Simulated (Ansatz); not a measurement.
# C3H11NTi: what the fields show

The calculation's input:

```
crystal:
  periodic: [false, false, false]
  atoms:
    - {symbol: C, position_ang: [-0.777732, 0.302075, -1.781846]}
    - {symbol: Ti, position_ang: [-0.055646, 0.135129, 0.153859]}
    - {symbol: C, position_ang: [2.005966, 0.265605, 0.043107]}
    - {symbol: C, position_ang: [-0.629894, -1.728435, 0.844954]}
    - {symbol: N, position_ang: [-0.790634, 1.517274, 1.191371]}
    - {symbol: H, position_ang: [-1.869826, 0.228738, -1.804406]}
    - {symbol: H, position_ang: [-0.488438, 1.259513, -2.227319]}
    - {symbol: H, position_ang: [-0.357358, -0.509771, -2.387772]}
    - {symbol: H, position_ang: [2.452316, -0.038133, 0.996934]}
    - {symbol: H, position_ang: [2.374367, -0.402171, -0.744236]}
    - {symbol: H, position_ang: [2.332604, 1.285569, -0.187635]}
    - {symbol: H, position_ang: [-0.119187, -1.951705, 1.788629]}
    - {symbol: H, position_ang: [-0.355470, -2.492800, 0.108688]}
    - {symbol: H, position_ang: [-1.711452, -1.780536, 1.011184]}
    - {symbol: H, position_ang: [-0.367681, 2.423713, 1.341584]}
    - {symbol: H, position_ang: [-1.664937, 1.463136, 1.697101]}
basis:
  gaussian: {orbitals: def2-TZVPP}
hamiltonian: {xc: pbe0, dispersion: d4}
output: {orbitals: {seedname: orbitals}}
```

Launched as:

```sh
ansatz run in.yaml --threads 4 --pin off --events-out ev --progress --plain --max-ram 11315MiB
```

Geometry: PBE0-D4/def2-TZVP.

Computed with Ansatz 0.2.0, RKS PBE0-D4/def2-TZVPP.

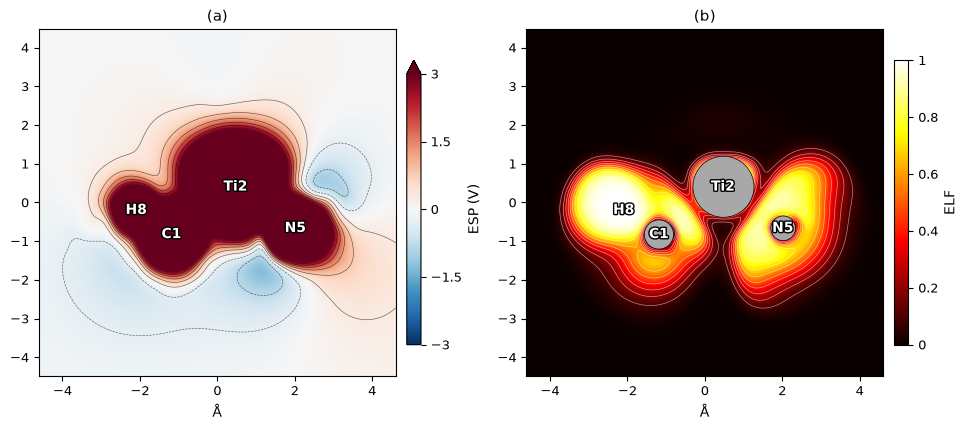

Figure 1. (a) electrostatic potential; (b) electron localisation function on the plane of atoms Ti2, C1 and H8. Grey discs cover the atomic cores in the ELF map.

Q: What does the map show?

A: The section cuts through C, Ti, N and H sites.
Ti–N (1.88 Å): the ELF peaks at about 0.90 in the valence shell of N, 0.6 Å from its nucleus, and is about 0.35 at the midpoint.
C–Ti (2.07 Å): the ELF peaks at about 0.95 in the valence shell of C, 0.6 Å from its nucleus, and is about 0.60 at the midpoint.
C–H (1.10 Å): the ELF climbs to about 1 towards the hydrogen, as it does in any bond to H; an ordinary covalent bond to hydrogen.
Outside the dense part of the molecule the potential is most negative (−1.3 V) near N5.

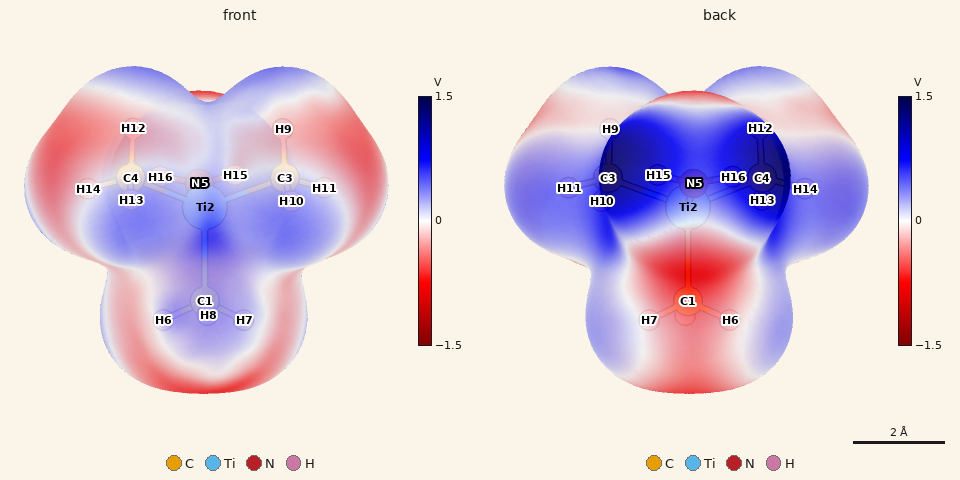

Figure 2. The molecular electrostatic potential painted on the density surface at 0.001 e/bohr³, seen from the front and from behind; the colour scale runs from red (negative) to blue (positive).

Q: Describe the electrostatic potential map.

A: The most negative region (about −0.7 V, or −16 kcal/mol for a unit charge) lies over C1 and N5, the most positive (about +1.3 V, or +30 kcal/mol for a unit charge) over H15 and H16.

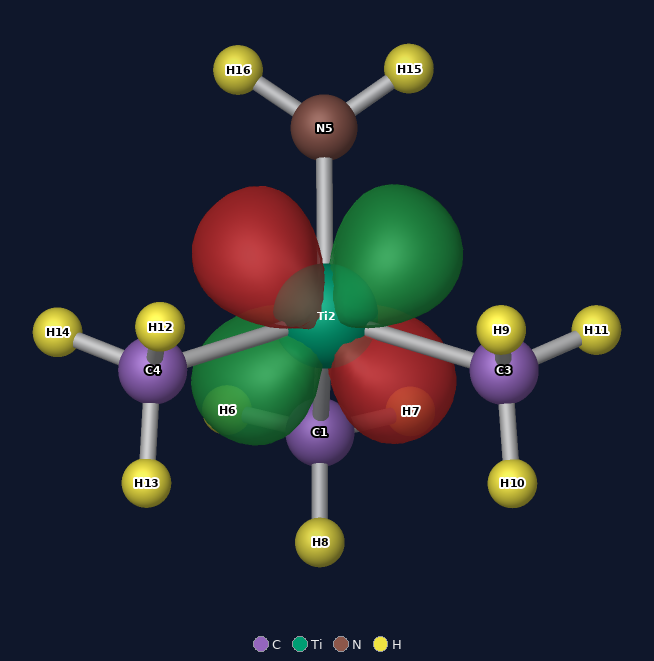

Figure 3. The LUMO at ±0.15 Å⁻³ᐟ² (green and red are the two phases), seen from one side.

Q: What is the character of this orbital?

A: It lies mainly on Ti2 (about 80 %). Its energy is −1.35 eV.
